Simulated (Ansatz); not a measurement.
# Si2Mo: strong compression, part 1 of 2

Aim: compress Si2Mo step by step, far beyond the usual range, and follow pressure and electronic structure. The runs shown use LAPW and crystal datasets. Companion runs by PAW are cited. Its runs: the reference run (LAPW); volume scaled by 1 (crystal datasets); volume scaled by 0.8 (LAPW); volume scaled by 0.5 (LAPW); volume scaled by 0.4 (LAPW and crystal datasets).

Program: Ansatz 0.2.0. Level of theory: DFT PBE, with the methods named in each step. These are calculated values, not measurements.

## 1. The system as given

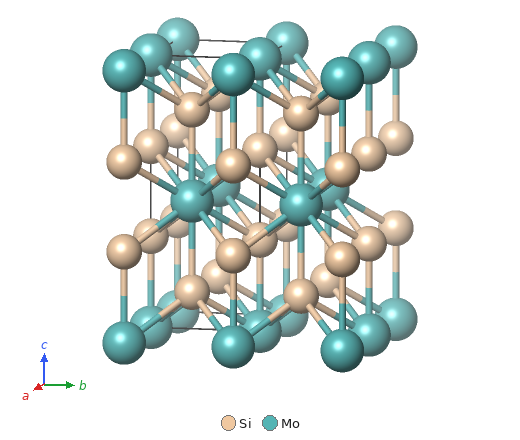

Start, viewed slightly off an axis; silicon light orange, molybdenum teal. 2×2×1 cells are drawn. Atoms on the faces are drawn again on the opposite ones. The cell drawn here is the conventional one.

As a file:

```
CELL_PARAMETERS angstrom
-1.59981 1.59981 3.91947
1.59981 -1.59981 3.91947
1.59981 1.59981 -3.91947
ATOMIC_POSITIONS crystal
Si 0.66511 0.66511 0.00000
Si 0.33489 0.33489 0.00000
Mo 0.00000 0.00000 0.00000
```

Whether this phase is the stable one at these pressures isn't tested.

Atoms are numbered in the order of the input: Si1, Si2, Mo3.

## 2. The reference volume, LAPW

File input.yaml:

```yaml
crystal:
  lattice:
    - [-1.5998054742, 1.5998054742, 3.9194723555]
    - [1.5998054742, -1.5998054742, 3.9194723555]
    - [1.5998054742, 1.5998054742, -3.9194723555]
  atoms:
    - { symbol: Si, position: [0.6651147117, 0.6651147117, 0.0] }
    - { symbol: Si, position: [0.3348852883, 0.3348852883, 0.0] }
    - { symbol: Mo, position: [0.0, 0.0, 0.0] }
kpoints:
  mp_grid: { grid: [16, 16, 16] }
  band_path:
    path:
      - [0.0, 0.0, 0.0]
      - [0.0, 0.0, 0.5]
      - [0.25, 0.25, 0.25]
      - [0.0, 0.5, 0.0]
      - [0.0, 0.0, 0.0]
      - [0.5, 0.5, -0.5]
      - [0.2916503979, 0.7083496021, -0.2916503979]
      - [-0.2916503979, 0.2916503979, 0.2916503979]
      - [0.0, 0.0, 0.0]
    npoints: 14
scf:
  occupations: { method: fermi_dirac, width: 0.05 }
hamiltonian:
  xc: pbe
  pseudopotentials: { kind: all_electron, lapw: { basis_error: 0.001 } }
output:
  forces: true
  stress: true
  eigenvalues: true
  populations: true
```

The run is started by

```console
> ansatz run input.yaml --threads 1 --pin off --max-ram 3072MiB --backend cpu --events-out ev --progress --plain --runs-dir out
```

The log of the run:

```text
Si: projections on atomic orbitals take those of the free atom 1s2 2s2 2p6 3s2 3p2, of charge +0.00 (hamiltonian.pseudopotentials.projection_atoms)
Mo: projections on atomic orbitals take those of the free atom 1s2 2s2 2p6 3s2 3p6 3d10 4s2 4p6 4d5 5s1, of charge +0.00 (hamiltonian.pseudopotentials.projection_atoms)
LAPW: plane waves up to 7.681 Å⁻¹, error target 1.0e-3 eV per atom; small_component_spin mean_spin; Si in spheres of 1.167 Å, 12 of its electrons in bands, Dirac shells []; Mo in spheres of 1.440 Å, 24 of its electrons in bands, Dirac shells []
Engine: ansatz 0.2.0
Pseudopotentials: kind: all_electron
Pseudopotential: Si, LAPW, valence charge 12, Koelling and Harmon's equation, gaussian nucleus
Pseudopotential: Mo, LAPW, valence charge 24, Koelling and Harmon's equation, gaussian nucleus
Functional definition: PBE
  parameter kappa = 0.804
  parameter beta = 0.06672455060314922
  exchange = pbe_x(kappa = kappa, mu = beta*pi^2/3)
  correlation = pbe_c(beta = beta)
Crystal: 3 atoms, lattice volume = 40.126 Å³
Basis set: ecut = 224.80201453225072 eV, 309 PW (Γ), FFT grids on a1+a3, a2+a3, a3, exchange–correlation at level 2
Bands: 29, of which v1, the nominal top of the filled ones, is band 24 counted from 1 (23 counted from 0)
Symmetry: 16 space group operations
Space group: I4/mmm (ITA 139), of the structure as read, at distance tolerance 3.4e-5 Å
k-points: 349 of 4096
Non-local potential: Si, projectors of the file, none
Non-local potential: Mo, projectors of the file, none
Initial density: superposition of atomic densities (chi_scale 0.1, normalization cell, long waves kept (reshape's long-wave potential 0.00 eV rms))
Initial wavefunctions: plane waves of lowest kinetic energy (no species holds an atomic orbital)
Functional: x = pbe(κ = 0.804, μ = 0.2195149727645171), c = pbe(β = 0.06672455060314922)
iter 1 solved again at ethr=1.76e-3 eV; its pass at ethr=1.00e-1 eV (dr2=8.46e-1 eV) is discarded
SCF iter   1: F=—  HF=-125964.684977 eV  |F-HF|=—  |Δ(HF+E_count)|=         —  Δρ=4.29e-2  dr2=8.49e-1  ethr=1.76e-3  ⟨swp⟩=2.0  Hψ=67206  notcnv=0
preconditioner: auto → Kerker (q_TF=auto, 2.811 Å⁻¹)  [metal: Δε(μ)=0.058 eV  Ē_g=8.560 eV  σ=0.050 eV  W_gap=0.26  n_scr=14 (ndim 8)  ℏωp=21.9 eV  f_vac=0.000  D(μ)=0.29/eV (n_scr^D=0)]
SCF iter   2: F=—  HF=-125964.127672 eV  |F-HF|=—  |Δ(HF+E_count)|=   5.57e-1  Δρ=2.84e-2  dr2=6.28e-1  ethr=1.76e-3  ⟨swp⟩=3.0  Hψ=31939  notcnv=0
SCF iter   3: F=—  HF=-125963.883066 eV  |F-HF|=—  |Δ(HF+E_count)|=   2.45e-1  Δρ=1.43e-2  dr2=6.85e-2  ethr=1.31e-3  ⟨swp⟩=2.0  Hψ=28395  notcnv=0
SCF iter   4: F=—  HF=-125963.862725 eV  |F-HF|=—  |Δ(HF+E_count)|=         —  Δρ=3.85e-3  dr2=1.06e-2  ethr=1.43e-4  ⟨swp⟩=2.0  Hψ=29899  notcnv=0
the basis was enlarged: its passes take 442.6 KiB over the memory plan, 1 of 1 planned eigensolver slots
SCF iter   5: F=—  HF=-125963.862331 eV  |F-HF|=—  |Δ(HF+E_count)|=   3.94e-4  Δρ=2.09e-3  dr2=2.89e-3  ethr=2.21e-5  ⟨swp⟩=2.2  Hψ=28754  notcnv=0
SCF iter   6: F=—  HF=-125963.860801 eV  |F-HF|=—  |Δ(HF+E_count)|=   1.53e-3  Δρ=1.05e-3  dr2=7.52e-4  ethr=6.02e-6  ⟨swp⟩=2.0  Hψ=28500  notcnv=0
iter 7 solved again at ethr=8.55e-8 eV; its pass at ethr=1.57e-6 eV (dr2=4.10e-5 eV) is discarded
SCF iter   7: F=—  HF=-125963.860308 eV  |F-HF|=—  |Δ(HF+E_count)|=   4.94e-4  Δρ=2.44e-4  dr2=4.10e-5  ethr=8.55e-8  ⟨swp⟩=2.0  Hψ=49122  notcnv=0
SCF iter   8: F=—  HF=-125963.860285 eV  |F-HF|=—  |Δ(HF+E_count)|=   2.26e-5  Δρ=3.56e-5  dr2=8.56e-7  ethr=8.55e-8  ⟨swp⟩=2.0  Hψ=28490  notcnv=0
SCF iter   9: F=—  HF=-125963.860285 eV  |F-HF|=—  |Δ(HF+E_count)|=   2.01e-8  Δρ=1.72e-5  dr2=2.75e-7  ethr=1.78e-9  ⟨swp⟩=2.0  Hψ=28494  notcnv=0
SCF iter  10: F=-125963.860285 eV  HF=-125963.860285 eV  |F-HF|=1.86e-8  |Δ(HF+E_count)|=   7.41e-8  Δρ=3.52e-6  dr2=1.01e-8  ethr=5.74e-10  ⟨swp⟩=2.0  Hψ=28491  notcnv=0
SCF 1 converged in 10 iterations: F = -125963.860285 eV  dr2 = 1.01e-8
NSCF: frozen V_eff on 113 k-points
SCF converged after 10 iterations
Free energy (F): -125963.860285 eV
Harris-Foulkes:  -125963.860285 eV  (|F-HF|=1.86e-8)
Internal energy: -125963.858040 eV  (E = F + TS)
E sigma→0 (E₀):  -125963.859163 eV
Entropy (-TS):   -0.002245 eV (-0.748 meV/atom)
Fermi energy:    18.161698 eV
--- Per-component energies (eV) ---
  E_band       = -3323.012823
  E_kinetic    = 130009.327532
  E_xc         = -4512.290256
  E_electrostatic = -251460.895316  (all electrons and nuclei)
  E_smearing   = -0.002245  (= −TS)
  E_closure    = 0.000000  (closes the sum)
  E_atoms      = -125940.636991  (free atoms, spherical and without spin; not in F)
  Σ components = -125963.860285   (vs F -125963.860285, Δ=0.00e0)
  Basis errors (estimates in eV, not in F): energy 3.2e-4 per atom: plane waves 2.8e-4 (1.5e-4 summed), levels above the bands 7.8e-47, relativity 2.8e-8, radial functions 4.4e-5, core shells 1.0e-6; eigenvalues (radial functions only) 1.7e-6; not estimated: angular momenta, meshes, grids; target (lapw.basis_error) 1.0e-3; muffin-tin radii Si 1.167 Å, Mo 1.440 Å
--- Forces (eV/Å), atoms counted from 1 ---
  atom   1  Si     0.00000000    -0.00000000     0.00366261
  atom   2  Si    -0.00000000    -0.00000000    -0.00366261
  atom   3  Mo     0.00000000    -0.00000000    -0.00000000
  max |Σ_I F_I| component: 1.73e-18 eV/Å
--- Stress (GPa, compression-positive) ---
        3.219956       0.000000       0.000000
        0.000000       3.219956       0.000000
        0.000000       0.000000       3.232362
  P = ⅓ Tr σ = 3.2241 GPa (32.241 kbar)
--- Band table (eV; the first three rows and the last of 349) ---
  k-point 0: bands = ["-199.1841", "-199.1624", "-199.1549", "-199.1447", "-199.1447", "-116.2813", "-116.2794", "-72.3312", "-72.3312", "-72.3267", "-72.3267", "-72.3182", "-72.3106", "-42.5479", "-16.6994", "-16.6178", "-16.6178", "4.7259", "11.7705", "14.7528", "15.1116", "15.5428", "15.5428", "18.5416", "21.3315", "21.3546", "21.7014", "21.7014", "22.2671"]
  k-point 1: bands = ["-199.1841", "-199.1624", "-199.1549", "-199.1447", "-199.1447", "-116.2812", "-116.2794", "-72.3312", "-72.3310", "-72.3270", "-72.3267", "-72.3181", "-72.3107", "-42.5465", "-16.6974", "-16.6275", "-16.6261", "4.8474", "11.8790", "14.2985", "15.1453", "15.2323", "16.0397", "18.0796", "20.9397", "21.5469", "21.5871", "21.7607", "22.5426"]
  k-point 2: bands = ["-199.1841", "-199.1624", "-199.1549", "-199.1447", "-199.1447", "-116.2812", "-116.2795", "-72.3313", "-72.3306", "-72.3277", "-72.3267", "-72.3178", "-72.3108", "-42.5425", "-16.6919", "-16.6547", "-16.6497", "5.2047", "12.1750", "13.7115", "14.5146", "15.2514", "16.6474", "17.0338", "20.4666", "21.4992", "21.8746", "21.8913", "22.8013"]
  k-point 348: bands = ["-199.1841", "-199.1624", "-199.1549", "-199.1447", "-199.1447", "-116.2808", "-116.2798", "-72.3316", "-72.3316", "-72.3264", "-72.3264", "-72.3152", "-72.3136", "-42.5473", "-16.7240", "-16.6195", "-16.6195", "6.6170", "8.0614", "14.6342", "15.9687", "17.5887", "17.5887", "17.6865", "17.6865", "18.6762", "22.9000", "23.3332", "24.1973"]
--- Löwdin populations: 3 sites ---
  site symbol       q [e]
     0     Si     13.8590
     1     Si     13.8590
     2     Mo     42.0849
  spilling = 0.002815 (of n_electrons = 70.000000)
```

It took 3.2 min on 1 thread of Arm Neoverse N1, shared host; peak memory 1.1 GiB.

Read from it: pressure 3.22 GPa; no gap; largest force 0.004 eV/Å.

At the corners of the path (eV, zero at the Fermi level):

| point | band 21 | band 22 | band 23 | band 24 | band 25 | band 26 | band 27 |
| --- | --- | --- | --- | --- | --- | --- | --- |
| Γ | -3.05 | -2.62 | -2.62 | 0.38 | 3.17 | 3.19 | 3.54 |
| X | -5.20 | -4.44 | -3.05 | -1.20 | 2.33 | 2.75 | 3.15 |
| P | -6.17 | -2.72 | -2.07 | -2.07 | 0.31 | 2.33 | 4.03 |
| N | -4.49 | -2.57 | -2.57 | -0.50 | 2.28 | 3.11 | 4.09 |
| Γ | -3.05 | -2.62 | -2.62 | 0.38 | 3.17 | 3.19 | 3.54 |
| M | -2.19 | -0.57 | -0.57 | -0.48 | -0.48 | 0.51 | 4.74 |
| S | -2.79 | -2.48 | -2.27 | -0.40 | 1.54 | 3.03 | 3.65 |
| S0 | -2.79 | -2.48 | -2.27 | -0.40 | 1.54 | 3.03 | 3.65 |
| Γ | -3.05 | -2.62 | -2.62 | 0.38 | 3.17 | 3.19 | 3.54 |

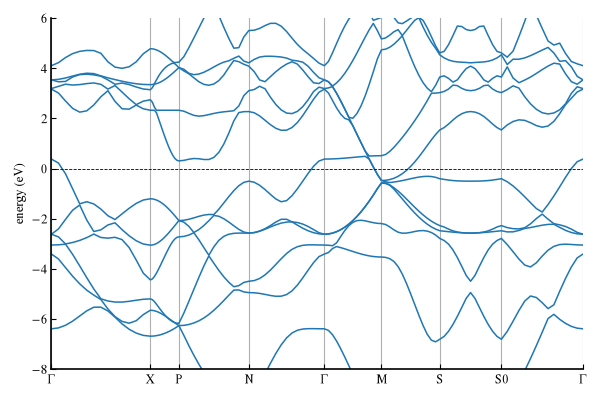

Bands along the path, counted from its Fermi level.

## 3. Volume scaled by 1, crystal datasets

File input.yaml:

```yaml
crystal:
  lattice:
    - [-1.5998054742, 1.5998054742, 3.9194723555]
    - [1.5998054742, -1.5998054742, 3.9194723555]
    - [1.5998054742, 1.5998054742, -3.9194723555]
  atoms:
    - { symbol: Si, position: [0.6651147117, 0.6651147117, 0.0] }
    - { symbol: Si, position: [0.3348852883, 0.3348852883, 0.0] }
    - { symbol: Mo, position: [0.0, 0.0, 0.0] }
kpoints:
  mp_grid: { grid: [16, 16, 16] }
scf:
  occupations: { method: fermi_dirac, width: 0.05 }
hamiltonian:
  xc: pbe
  pseudopotentials: { kind: all_electron, datasets: crystal }
output:
  forces: true
  stress: true
  eigenvalues: true
  efg: { contact_densities: true }
```

The run is started by

```console
> ansatz run input.yaml --threads 1 --pin off --max-ram 3072MiB --backend cpu --events-out ev --progress --plain --runs-dir out
```

The log of the run, cut to the lines that bear on the results:

```text
[...]
Mo: output.efg is read without spin–orbit coupling, which moves field gradients at and beside such atoms by some per cent and up to a factor of two; PAW files take it under magnetization.noncollinear and magnetization.spin_orbit
[...]
Pseudopotentials: kind: all_electron
Pseudopotential: Si, paw, valence charge 4, recommended cutoff 300 eV (normal), Koelling and Harmon's equation, gaussian nucleus
Pseudopotential: Mo, paw, valence charge 14, recommended cutoff 300 eV (normal), Koelling and Harmon's equation, gaussian nucleus
Functional definition: PBE
[...]
Crystal: 3 atoms, lattice volume = 40.126 Å³
Basis set: ecut = 300 eV, 455 PW (Γ), FFT grids on a1+a3, a2+a3, a3, exchange–correlation on 40×40×54 points (8 copies of the dense FFT grid, shifted against one another)
Bands: 11, of which v1, the nominal top of the filled ones, is band 7 counted from 1 (6 counted from 0)
[...]
--- Stress (GPa, compression-positive) ---
        3.219802       0.000000       0.000000
        0.000000       3.219802      -0.000000
        0.000000      -0.000000       3.232949
  P = ⅓ Tr σ = 3.2242 GPa (32.242 kbar)
  It holds what live shells' own plane waves past their cutoff add
--- PAW observables at the nuclei: V_zz in 10²¹ V/m², potentials from the cell's mean, atoms counted from 1 ---
  atom   1  Si V_zz =    -1.118928   η = 0.0000   by run symmetry: allowed
            electrostatic potential = -1368.099786 V   contact ρ = 12819.594549 e/Å³
  atom   2  Si V_zz =    -1.118928   η = 0.0000   by run symmetry: allowed
            electrostatic potential = -1368.099786 V   contact ρ = 12819.594549 e/Å³
  atom   3  Mo V_zz =    -6.241101   η = -0.0000   by run symmetry: allowed
            electrostatic potential = -6358.060731 V   contact ρ = 595302.696685 e/Å³
--- Band table (eV; the first three rows and the last of 349) ---
  k-point 0: bands = ["4.7260", "11.7705", "14.7529", "15.1114", "15.5428", "15.5428", "18.5415", "21.3316", "21.3546"]
[...]
```

Run time: 44 s. Hardware: 1 thread of Arm Neoverse N1, shared host; peak memory 0.78 GiB.

Result: pressure 3.22 GPa; no gap; largest force 0.004 eV/Å; Vzz Si1 -1.12 (η = 0.00), Mo3 -6.24 (η = 0.00) (10²¹ V/m²).

## 4. Volume scaled by 0.8, LAPW

File input.yaml:

```yaml
crystal:
  lattice:
    - [-1.4761561721, 1.4761561721, 3.6828780317]
    - [1.4761561721, -1.4761561721, 3.6828780317]
    - [1.4761561721, 1.4761561721, -3.6828780317]
  atoms:
    - { symbol: Si, position: [0.6678657793, 0.6678657793, 0.0] }
    - { symbol: Si, position: [0.3321342207, 0.3321342207, 0.0] }
    - { symbol: Mo, position: [0.0, 0.0, 0.0] }
kpoints:
  mp_grid: { grid: [16, 16, 16] }
  band_path:
    path:
      - [0.0, 0.0, 0.0]
      - [0.0, 0.0, 0.5]
      - [0.25, 0.25, 0.25]
      - [0.0, 0.5, 0.0]
      - [0.0, 0.0, 0.0]
      - [0.5, 0.5, -0.5]
      - [0.2901633518, 0.7098366482, -0.2901633518]
      - [-0.2901633518, 0.2901633518, 0.2901633518]
      - [0.0, 0.0, 0.0]
    npoints: 6
scf:
  occupations: { method: fermi_dirac, width: 0.05 }
hamiltonian:
  xc: pbe
  pseudopotentials: { kind: all_electron, lapw: { basis_error: 0.001 } }
output:
  forces: true
  stress: true
  eigenvalues: true
  populations: true
```

The run is started by

```console
> ansatz run input.yaml --threads 1 --pin off --max-ram 3072MiB --backend cpu --events-out ev --progress --plain --runs-dir out
```

The log of the run, cut to the lines that bear on the results:

```text
Si: projections on atomic orbitals take those of the free atom 1s2 2s2 2p6 3s2 3p2, of charge +0.00 (hamiltonian.pseudopotentials.projection_atoms)
Mo: projections on atomic orbitals take those of the free atom 1s2 2s2 2p6 3s2 3p6 3d10 4s2 4p6 4d5 5s1, of charge +0.00 (hamiltonian.pseudopotentials.projection_atoms)
LAPW: plane waves up to 8.376 Å⁻¹, error target 1.0e-3 eV per atom; small_component_spin mean_spin; Si in spheres of 1.101 Å, 12 of its electrons in bands, Dirac shells []; Mo in spheres of 1.325 Å, 30 of its electrons in bands, Dirac shells []
[...]
Pseudopotentials: kind: all_electron
Pseudopotential: Si, LAPW, valence charge 12, Koelling and Harmon's equation, gaussian nucleus
Pseudopotential: Mo, LAPW, valence charge 30, Koelling and Harmon's equation, gaussian nucleus
Functional definition: PBE
[...]
Crystal: 3 atoms, lattice volume = 32.101 Å³
[...]
NSCF: frozen V_eff on 49 k-points
SCF converged after 9 iterations
Free energy (F): -125962.085866 eV
[...]
E sigma→0 (E₀):  -125962.084836 eV
Entropy (-TS):   -0.002060 eV (-0.687 meV/atom)
Fermi energy:    23.306621 eV
[...]
--- Forces (eV/Å), atoms counted from 1 ---
  atom   1  Si     0.00000000     0.00000000     0.00109797
  atom   2  Si     0.00000000     0.00000000    -0.00109797
  atom   3  Mo    -0.00000000     0.00000000    -0.00000000
[...]
--- Stress (GPa, compression-positive) ---
       81.376727       0.000000       0.000000
        0.000000      81.376727       0.000000
        0.000000       0.000000      81.481397
  P = ⅓ Tr σ = 81.4116 GPa (814.116 kbar)
--- Band table (eV; the first three rows and the last of 349) ---
[...]
--- Löwdin populations: 3 sites ---
  site symbol       q [e]
     0     Si     13.7489
     1     Si     13.7489
     2     Mo     42.2818
  spilling = 0.003149 (of n_electrons = 70.000000)
```

Run time: 3.3 min. Hardware: 1 thread of Arm Neoverse N1, shared host; peak memory 1.2 GiB.

This run gives: pressure 81.41 GPa; no gap.

## 5. Volume scaled by 0.5, LAPW

File input.yaml:

```yaml
crystal:
  lattice:
    - [-1.234379352, 1.234379352, 3.2918093172]
    - [1.234379352, -1.234379352, 3.2918093172]
    - [1.234379352, 1.234379352, -3.2918093172]
  atoms:
    - { symbol: Si, position: [0.6722228805, 0.6722228805, 0.0] }
    - { symbol: Si, position: [0.3277771195, 0.3277771195, 0.0] }
    - { symbol: Mo, position: [0.0, 0.0, 0.0] }
kpoints:
  mp_grid: { grid: [16, 16, 16] }
  band_path:
    path:
      - [0.0, 0.0, 0.0]
      - [0.0, 0.0, 0.5]
      - [0.25, 0.25, 0.25]
      - [0.0, 0.5, 0.0]
      - [0.0, 0.0, 0.0]
      - [0.5, 0.5, -0.5]
      - [0.285153451, 0.714846549, -0.285153451]
      - [-0.285153451, 0.285153451, 0.285153451]
      - [0.0, 0.0, 0.0]
    npoints: 6
scf:
  occupations: { method: fermi_dirac, width: 0.05 }
hamiltonian:
  xc: pbe
  pseudopotentials: { kind: all_electron, lapw: { basis_error: 0.001 } }
output:
  forces: true
  stress: true
  eigenvalues: true
  populations: true
```

The run is started by

```console
> ansatz run input.yaml --threads 1 --pin off --max-ram 3072MiB --backend cpu --events-out ev --progress --plain --runs-dir out
```

The log of the run, cut to the lines that bear on the results:

```text
Si: projections on atomic orbitals take those of the free atom 1s2 2s2 2p6 3s2 3p2, of charge +0.00 (hamiltonian.pseudopotentials.projection_atoms)
Mo: projections on atomic orbitals take those of the free atom 1s2 2s2 2p6 3s2 3p6 3d10 4s2 4p6 4d5 5s1, of charge +0.00 (hamiltonian.pseudopotentials.projection_atoms)
LAPW: plane waves up to 9.982 Å⁻¹, error target 1.0e-3 eV per atom; small_component_spin mean_spin; Si in spheres of 0.970 Å, 12 of its electrons in bands, Dirac shells []; Mo in spheres of 1.111 Å, 32 of its electrons in bands, Dirac shells []
[...]
Pseudopotentials: kind: all_electron
Pseudopotential: Si, LAPW, valence charge 12, Koelling and Harmon's equation, gaussian nucleus
Pseudopotential: Mo, LAPW, valence charge 32, Koelling and Harmon's equation, gaussian nucleus
Functional definition: PBE
[...]
Crystal: 3 atoms, lattice volume = 20.063 Å³
[...]
NSCF: frozen V_eff on 49 k-points
SCF converged after 8 iterations
Free energy (F): -125941.838200 eV
[...]
E sigma→0 (E₀):  -125941.836739 eV
Entropy (-TS):   -0.002923 eV (-0.974 meV/atom)
Fermi energy:    37.573180 eV
[...]
--- Forces (eV/Å), atoms counted from 1 ---
  atom   1  Si     0.00000000     0.00000000     0.01850876
  atom   2  Si     0.00000000     0.00000000    -0.01850876
  atom   3  Mo    -0.00000000     0.00000000     0.00000000
[...]
--- Stress (GPa, compression-positive) ---
      611.590617      -0.000000       0.000000
       -0.000000     611.590617      -0.000000
        0.000000      -0.000000     611.579173
  P = ⅓ Tr σ = 611.5868 GPa (6115.868 kbar)
--- Band table (eV; the first three rows and the last of 349) ---
[...]
--- Löwdin populations: 3 sites ---
  site symbol       q [e]
     0     Si     13.4287
     1     Si     13.4287
     2     Mo     42.8201
  spilling = 0.004608 (of n_electrons = 70.000000)
```

Run time: 3.4 min. Hardware: 1 thread of Arm Neoverse N1, shared host; peak memory 1.3 GiB.

In short: pressure 611.59 GPa; no gap; largest force 0.019 eV/Å.

(Continued in part 2 of 2.)
